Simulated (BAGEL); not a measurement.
# B3LYP/6-31G(d) (density fitting with qzvpp-jkfit, spherical functions) run of MgCl2 (SMILES [Cl][Mg][Cl])

What is the energy change on altering one bond length of MgCl2 at B3LYP/6-31G* (density fitting with qzvpp-jkfit, spherical functions)? 

The results are computed with BAGEL 1.2.2.

9 further runs of the same task are left out: 9 set aside as unsound or not needed. Runs told in other sessions of the task aren't counted.

**1. The system as given**

MgCl2: 3 atoms, total charge 0, spin state singlet. As SMILES, `[Cl][Mg][Cl]`. The coordinates come from a PBE0-D4/def2-TZVP relaxation.

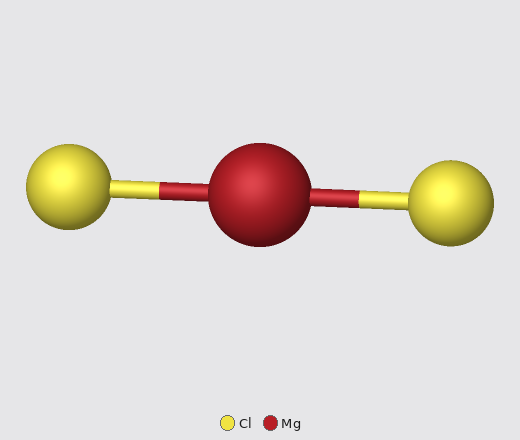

Viewed from a chosen angle; chlorine yellow, magnesium red.

**2. The energy at B3LYP/6-31G(d) (density fitting with qzvpp-jkfit, spherical functions)**

Input file calc.json:

```json
{ "bagel" : [

{
  "title" : "molecule",
  "basis" : "6-31gs.json",
  "df_basis" : "qzvpp-jkfit",
  "angstrom" : "true",
  "geometry" : [
    { "atom" : "Cl", "xyz" : [    0.464200,    2.042800,    0.469200 ] },
    { "atom" : "Mg", "xyz" : [   -0.005100,   -0.021200,   -0.004700 ] },
    { "atom" : "Cl", "xyz" : [   -0.470100,   -2.086400,   -0.477600 ] }
  ]
},
{ "title" : "ks", "xc_func" : "b3lyp" },
{ "title" : "print", "file" : "orbitals.molden", "orbitals" : "true" }

]}
```

The basis set 6-31G* is read from a file made from the Basis Set Exchange's data (not shown).

Command:

```bash
$ BAGEL_NUM_THREADS=1 BAGEL calc.json > calc.out
```

Standard output:

```text
* using 1 threads per process

  ===============================================================
  ===============================================================

  *** Geometry ***

  { "atom" : "Cl", "xyz" : [      0.877211,      3.860333,      0.886659 ] },
  { "atom" : "Mg", "xyz" : [     -0.009638,     -0.040062,     -0.008882 ] },
  { "atom" : "Cl", "xyz" : [     -0.888360,     -3.942725,     -0.902533 ] },

  Number of auxiliary basis functions:      368

  Since a DF basis is specified, we compute 2- and 3-index integrals:
    o Being stored without compression. Storage requirement is 0.009 GB

  Number of basis functions:       54
  Number of electrons      :       46

    * METHOD: MOLECULE                             0.34

  *** Kohn-Sham DFT ***

    * Removing 3961 points whose weight is below 1.00e-10
    * Grid points: 40757

  === Nuclear Repulsion ===
   134.7899722609

       - DIIS with orbital gradients will be used.

  === KS iteration (b3lyp / 6-31gs.json) ===
      0      -1112.46894512          0.11004111           0.49
      1      -1113.66912107          0.09698611           0.46
      2      -1118.25408928          0.05276765           0.36
      3      -1120.61632374          0.00343580           0.36
      4      -1120.62263534          0.00067203           0.50
      5      -1120.62282658          0.00027521           0.32
      6      -1120.62285840          0.00010929           0.30
      7      -1120.62286356          0.00001461           0.33
      8      -1120.62286368          0.00000055           0.32
      9      -1120.62286368          0.00000006           0.27
     10      -1120.62286368          0.00000004           0.28
     11      -1120.62286368          0.00000001           0.27
    * SCF iteration converged.

    * Permanent dipole moment:
           (    0.004135,    -0.001152,     0.000962) a.u.

    * METHOD: KS                                   4.74

    * METHOD: PRINT                                0.03

  ===============================================================
```

Run time: 6 s. Hardware: 1 thread of AMD EPYC, shared host; peak memory 0.15 GiB.

**3. The distorted shape**

Input file job.json:

```json
{ "bagel" : [

{
  "title" : "molecule",
  "basis" : "6-31gs.json",
  "df_basis" : "qzvpp-jkfit",
  "angstrom" : true,
  "geometry" : [
    { "atom" : "Cl", "xyz" : [       0.533941,       2.352539,       0.540126 ] },
    { "atom" : "Mg", "xyz" : [       0.064641,       0.288539,       0.066226 ] },
    { "atom" : "Cl", "xyz" : [      -0.470100,      -2.086400,      -0.477600 ] }
  ]
},

{ "title" : "ks", "xc_func" : "b3lyp" },

{ "title" : "print", "file" : "orbitals.molden", "orbitals" : true }

]}
```

The basis set 6-31G* is read from a file made from the Basis Set Exchange's data (not shown).

Command:

```bash
$ BAGEL_NUM_THREADS=1 BAGEL job.json > job.out
```

Standard output:

```text
* using 1 threads per process

  ===============================================================
  ===============================================================

  *** Geometry ***

  { "atom" : "Cl", "xyz" : [      1.009002,      4.445654,      1.020690 ] },
  { "atom" : "Mg", "xyz" : [      0.122154,      0.545260,      0.125149 ] },
  { "atom" : "Cl", "xyz" : [     -0.888360,     -3.942725,     -0.902533 ] },

  Number of auxiliary basis functions:      368

  Since a DF basis is specified, we compute 2- and 3-index integrals:
    o Being stored without compression. Storage requirement is 0.009 GB

  Number of basis functions:       54
  Number of electrons      :       46

    * METHOD: MOLECULE                             0.33

  *** Kohn-Sham DFT ***

    * Removing 3763 points whose weight is below 1.00e-10
    * Grid points: 40955

  === Nuclear Repulsion ===
   125.8399644783

       - DIIS with orbital gradients will be used.

  === KS iteration (b3lyp / 6-31gs.json) ===
      0      -1112.87368436          0.10144580           0.37
      1      -1112.18037556          0.09064572           0.50
      2      -1118.05100869          0.04653484           0.26
      3      -1120.58641378          0.00610889           0.30
      4      -1120.59447963          0.00510747           0.29
      5      -1120.60842530          0.00068291           0.34
      6      -1120.60864344          0.00019257           0.28
      7      -1120.60865662          0.00003182           0.28
      8      -1120.60865706          0.00001301           0.25
      9      -1120.60865711          0.00000218           0.23
     10      -1120.60865711          0.00000012           0.23
     11      -1120.60865711          0.00000002           0.25
     12      -1120.60865711          0.00000001           0.23
    * SCF iteration converged.

    * Permanent dipole moment:
           (   -0.107835,    -0.497880,    -0.112817) a.u.

    * METHOD: KS                                   4.29

    * METHOD: PRINT                                0.02

  ===============================================================
```

It took 5.4 s on 1 thread of AMD EPYC, shared host; peak memory 0.15 GiB.

**4. What came out**

Level: B3LYP/6-31G* (density fitting with qzvpp-jkfit, spherical functions).

| quantity | value |
| --- | --- |
| first shape: total energy | -1120.62286 Eh |
| first shape: dipole moment | 0.01 D |
| first shape: HOMO energy | -8.64 eV |
| first shape: LUMO energy | -2.06 eV |
| first shape: HOMO–LUMO gap | 6.58 eV |
| distorted shape: total energy | -1120.60866 Eh |
| distorted shape: dipole moment | 1.33 D |
| distorted shape: HOMO energy | -8.03 eV |
| distorted shape: LUMO energy | -2.67 eV |
| distorted shape: HOMO–LUMO gap | 5.36 eV |
| energy change with the Mg2–Cl3 bond stretched from 2.169 to 2.494 Å | 0.387 eV |

With the Mg2–Cl3 bond stretched from 2.169 to 2.494 Å the energy rises by 0.39 eV (37.3 kJ/mol). The first shape isn't relaxed at this level, so the change isn't measured from a minimum.
